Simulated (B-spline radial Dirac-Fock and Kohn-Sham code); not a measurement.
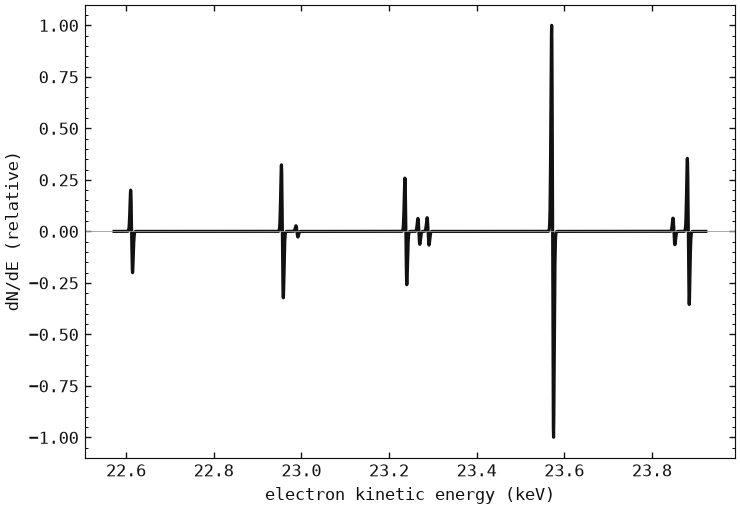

The Auger multiplet of a K hole with both final holes in L123, broadened by 5.0 eV full width and differentiated. Kinetic energies count from the vacuum level; very weak lines are left out. Lines are named by their largest jj component, which in light atoms can differ from the customary names. It refers to the ion I⁺ in the configuration [Kr] 4d10 5s2 5p4. The calculation used Dirac–Fock ΔSCF energies in intermediate coupling of the two holes, Coulomb rates, valence shells as spectators (a B-spline radial code). The Auger rates hold no Breit term, so K-L1L2 is up to 30 % low in heavy atoms.

What can be read from it?

The strongest line is K-L2L3 J=2 at 23.573 keV (42 % of the multiplet), followed by K-L3L3 J=2 at 23.883 keV (15 %), K-L1L2 J=1 at 22.957 keV (14 %), K-L1L3 J=1 at 23.238 keV (11 %). The lines shown span 22.61 keV to 23.88 keV.
